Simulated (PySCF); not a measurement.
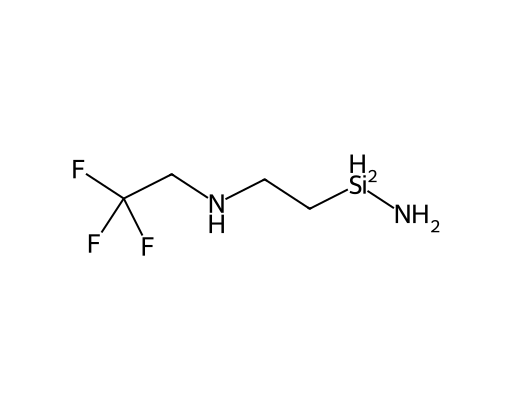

Computed geometry: GFN2-xTB optimisation. No frequency run is at hand to confirm it as a minimum. Level of theory: PBE0/pcSseg-1, gas phase (PySCF 2.14.0).

Computed properties:

The species is C₄H₁₁F₃N₂Si (`N[SiH2]CCNCC(F)(F)F`).
- dipole moment: 2.51 D
- HOMO energy (Kohn–Sham orbital): −6.93 eV
- LUMO energy (Kohn–Sham orbital): 0.77 eV
- HOMO–LUMO gap: 7.70 eV

The geometry is semi-empirical. Around Si such bond lengths and angles can be off by a tenth of an ångström or more and by several degrees, and values that hang on the shape move with them.
